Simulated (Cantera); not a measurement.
Charge: 1 mol TiO2, 0.6 mol Cl2, 1.3 mol O2, at 41.0 mbar.

Equilibrium computed with Cantera from the NASA thermochemical tables; the gas is ideal and each condensed phase is pure. Candidate condensed phases: Ti, TiCl2, TiCl3, TiCl4, TiO, TiO2, Ti2O3, Ti3O5, Ti4O7; 15 gas species. Rates play no part.

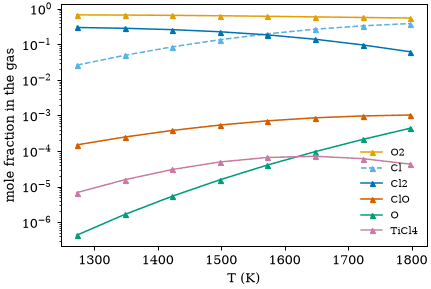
*Equilibrium gas composition (values under 1e-9 drawn at 1e-9)*

From 1273 K to 1798 K the condensed part is TiO2(rutile). The main Ti-bearing gas is TiCl4 throughout.
